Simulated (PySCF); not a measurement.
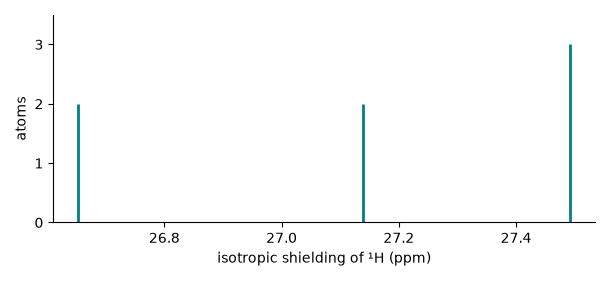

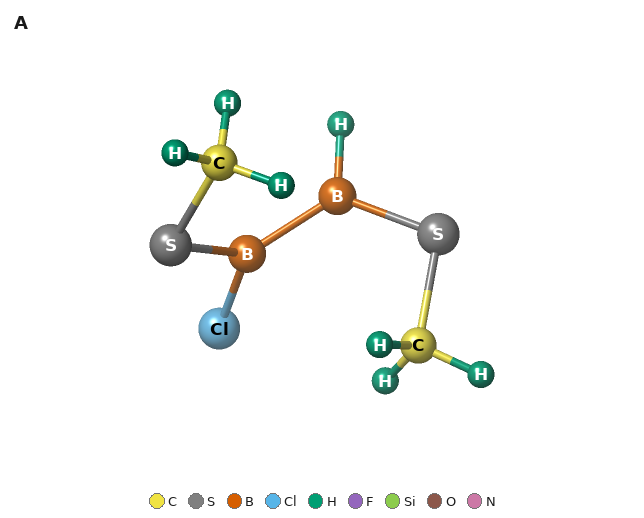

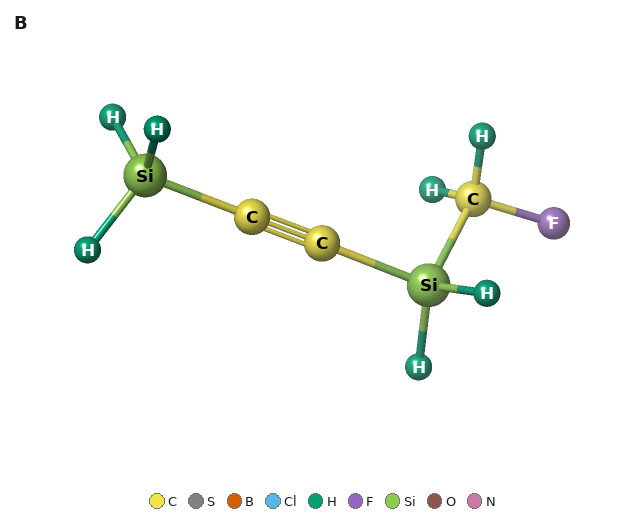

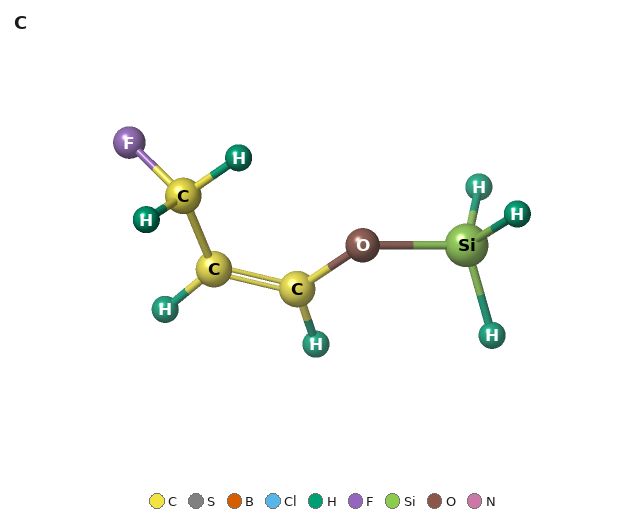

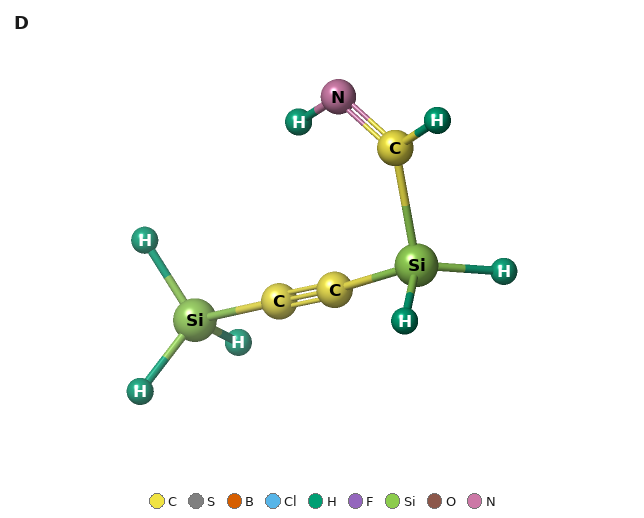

The sticks are computed shieldings of one of the molecules, for one fixed geometry (GFN2-xTB) without averaging over rotations. Low shielding means a high chemical shift. Method: GIAO PBE0/pcSseg-1 NMR shielding, non-relativistic, gas phase (PySCF 2.14.0).

Which molecule gives this pattern?

B, `FC[SiH2]C#C[SiH3]`. Its 7 H atoms give lines at 26.65 (2 atoms), 27.14 (2 atoms), 27.49 (3 atoms) ppm.

The geometry is semi-empirical. Around B, Si such bond lengths and angles can be off by a tenth of an ångström or more and by several degrees, and values that hang on the shape move with them.
